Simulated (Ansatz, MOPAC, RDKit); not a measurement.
H2O (SMILES O) and CH2O (SMILES C=O) are pulled apart as rigid monomers along the line of their centres of mass, from the B3LYP-D3(BJ)/def2-TZVP minimum. Starting geometry (charge 0, multiplicity 1):
```xyz
7

O      0.275    -0.115     0.540
H     -0.463    -0.441     1.078
H     -0.043    -0.112    -0.368
C     -0.346    -0.336     3.586
O     -1.225    -0.760     2.881
H      0.574     0.101     3.164
H     -0.429    -0.369     4.687
```

Interaction energies with rigid monomers; basis-set methods are counterpoise corrected unless marked otherwise.

Cores are frozen in the correlated methods. The state that PM3, PM7 reach isn't checked; PM7 holds dispersion and hydrogen-bond terms.

Programs: Ansatz (a quantum-chemistry and plane-wave program); MOPAC for PM3, PM7 (differences of heats of formation); RDKit for the force fields. 

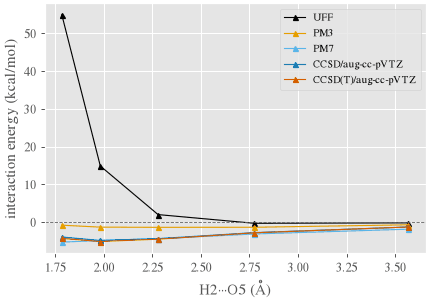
Figure. Interaction energy against separation

Which level binds most strongly at H2···O5 = 1.98, and by how much?

CCSD(T)/aug-cc-pVTZ, -5.1 kcal/mol.
